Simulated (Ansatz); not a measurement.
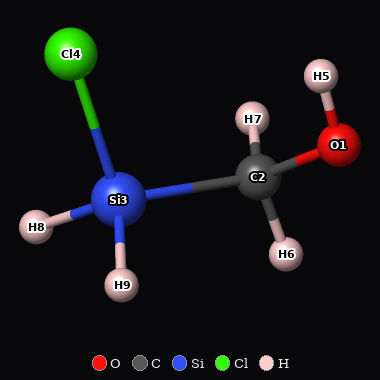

The system is CH5ClOSi, SMILES OC[SiH2]Cl; the picture shows the reference structure. The first coordinate is: dihedral H5–O1–C2–Si3; the second: dihedral O1–C2–Si3–Cl4. Nothing is relaxed (all other coordinates rigid). The scan uses an 18 × 18 grid. Points are written as (first, second). Energies are in kJ/mol, from the lowest grid point. Theory: RHF/def2-TZVP (Ansatz).

Its coordinates:

```xyz
9

O    -0.1815    1.6044   -0.6666
C     0.6546    0.5176   -0.3483
Si   -0.2034   -0.7990    0.6948
Cl   -1.8456   -1.4823   -0.3663
H    -0.8983    1.3165   -1.2059
H     1.4850    0.9213    0.2222
H     1.0845    0.0722   -1.2437
H     0.6919   -1.9420    0.9315
H    -0.6987   -0.2549    1.9651
```

Range: dihedral H5–O1–C2–Si3 from −180 to 160°; dihedral O1–C2–Si3–Cl4 from −180 to 160°.

What will the energy surface look like?

Answer. The lowest grid point is at (−60°, 60°). Higher local minima lie near (−180°, −180°) (1.1 kJ/mol above the lowest at that grid point); (−80°, −180°) (2.5 kJ/mol above the lowest at that grid point); (−180°, 60°) (4.6 kJ/mol above the lowest at that grid point). The highest grid point, (100°, 0°), lies 25.2 kJ/mol above the lowest. On the interpolated surface the easiest way out of the lowest well to the well at about (−175°, 70°) passes a barrier of about 6 kJ/mol. Round the minimum the valley is somewhat tilted: raising dihedral H5–O1–C2–Si3 shifts the best value of dihedral O1–C2–Si3–Cl4 downwards (coupling k₁₂/√(k₁₁k₂₂) about 0.3).

```csv
"dihedral O1–C2–Si3–Cl4 ↓, dihedral H5–O1–C2–Si3 →",−180,−140,−100,−60,−20,20,60,100,140
140,7.8,11.3,10.8,8.9,15.5,20.4,17.3,15.8,11.5
100,7.9,10.1,9.9,9.1,15.9,17.9,15.9,16.8,13.0
60,4.6,6.4,3.8,0.0,8.2,14.0,11.4,11.9,8.8
20,15.6,19.0,16.9,10.4,12.8,19.3,21.0,22.9,19.4
−20,15.3,18.4,18.7,15.7,16.6,14.7,15.0,20.3,19.3
−60,5.1,8.6,8.4,6.6,11.8,10.6,5.1,7.8,7.4
−100,9.0,13.3,13.7,11.6,16.1,18.5,14.6,14.5,11.8
−140,7.2,10.3,11.5,11.8,17.4,16.6,12.9,14.0,11.4
−180,1.1,3.9,3.5,3.4,12.0,14.0,7.9,7.1,4.4
```

The table holds every second grid line.

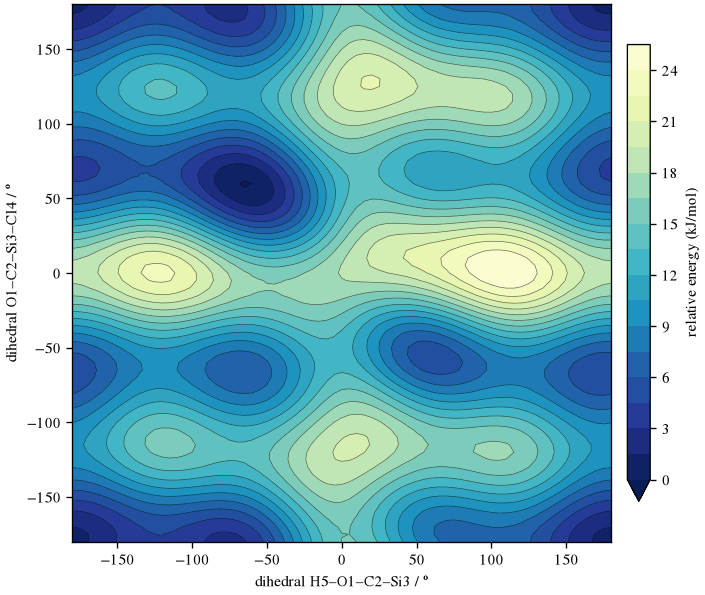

The picture shows filled contours. Between grid points the surface is interpolated.

Time for the 324 points that were run: 24 min on 1 thread of Arm Neoverse V2 (shared host).
